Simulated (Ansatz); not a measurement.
Identify the compound from its spectrum

Method: Ansatz, r2SCAN, independent particles, without spin-orbit coupling, line width 0.1 eV (Gaussian); metals get a typed carrier damping. The response is along the first axis of the cell.

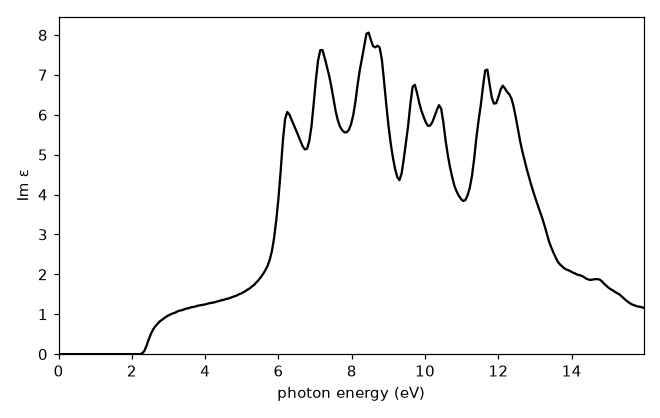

Task: All candidates were run at this level. Which one is shown?
A. CaMgBr4 (Cmmm)
B. Nb (Im-3m)
C. WC (P-6m2)
D. GaN (P6_3mc)

Result: D. GaN (P6_3mc): least direct gap 2.38 eV, ε∞ = 5.31 along the first axis, strongest peak along the first axis at 8.44 eV. The others: Nb (Im-3m), a metal, with a Drude term, main peak of the conductivity above 1 eV at 4.64 eV; WC (P-6m2), a metal, with a Drude term, main peak of the conductivity above 1 eV at 8.54 eV; CaMgBr4 (Cmmm), least direct gap 4.08 eV, ε∞ = 3.29 along the first axis, strongest peak along the first axis at 7.52 eV.

Cells made by substitution are models, which may or may not match a known phase.
